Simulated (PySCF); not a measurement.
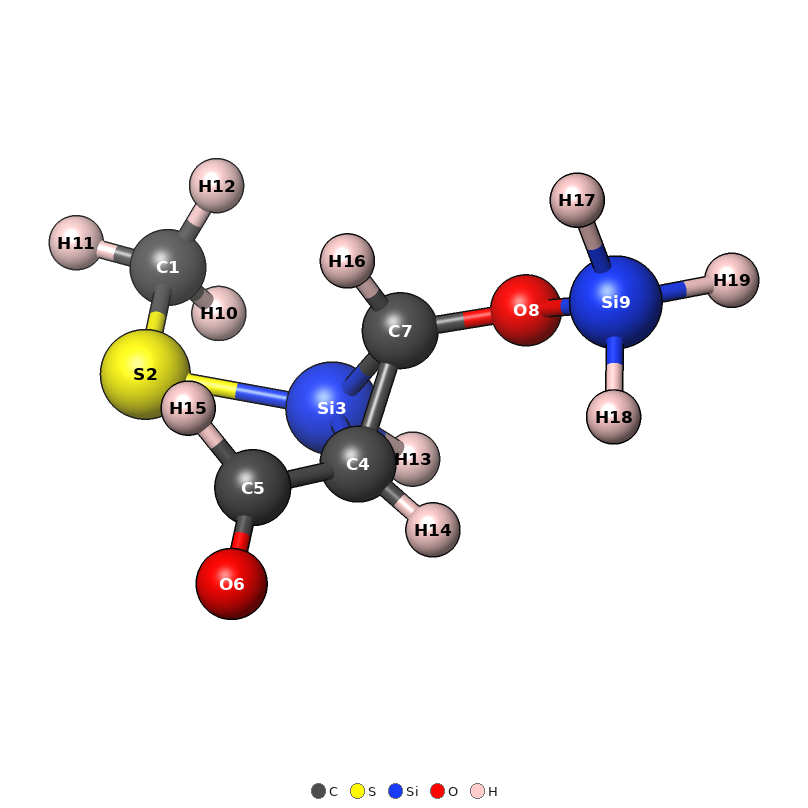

The computed structure is the end point of a GFN2-xTB optimisation. No frequency run is at hand to confirm it as a minimum. Electric field gradients from the ground-state density, PBE0/pcSseg-1 (PySCF 2.14.0), non-relativistic apart from any core potentials.

Give the largest field-gradient component, the quadrupole coupling constant and the asymmetry for 33S at S2 (Q = −67.81 mb), 17O at O6 (Q = −25.6 mb), 17O at O8 (Q = −25.6 mb), 2H at H10 (Q = 2.86 mb), 2H at H11 (Q = 2.86 mb), 2H at H12 (Q = 2.86 mb), 2H at H13 (Q = 2.86 mb).

```tsv
atom	V_zz (a.u.)	e²qQ/h (MHz)	η
S2	−2.370	37.8	0.76
O6	−1.980	11.91	0.44
O8	1.766	−10.62	0.34
H10	0.316	0.212	0.04
H11	0.316	0.213	0.05
H12	0.316	0.212	0.04
H13	0.174	0.117	0.06
```

The geometry is semi-empirical. Around Si such bond lengths and angles can be off by a tenth of an ångström or more and by several degrees, and values that hang on the shape move with them.
